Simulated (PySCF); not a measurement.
SMILES CC[SiH2]C#N (C₃H₇NSi) at its GFN2-xTB optimised geometry (Å):

```
12

C      1.1332    -0.2077    -1.2033
C      0.5327    -0.9311     0.0000
Si    -1.3697    -0.9311     0.0000
C     -1.9042     0.8608     0.0000
N     -2.2211     1.9618    -0.0029
H      0.8209    -0.6775    -2.1340
H      0.8145     0.8327    -1.2249
H      2.2211    -0.2293    -1.1617
H      0.9019    -0.4631     0.9156
H      0.8944    -1.9618     0.0152
H     -1.9231    -1.5199    -1.2224
H     -1.9173    -1.5323     1.2180
```

Calculation: PBE0/def2-TZVP run with PySCF. Cells within 0.4 Å of a nucleus heavier than hydrogen are left out (blank, or x).

Map of the LUMO amplitude (bohr^(-3/2)) on the plane z = 0.0 Å; orbital energy -0.47 eV, overall sign arbitrary:

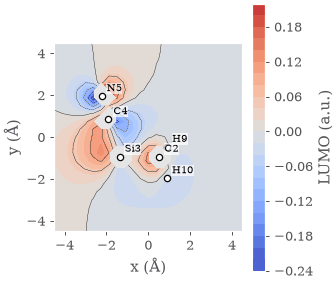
Figure: LUMO amplitude (bohr^(-3/2)) on the plane z = 0.0 Å.
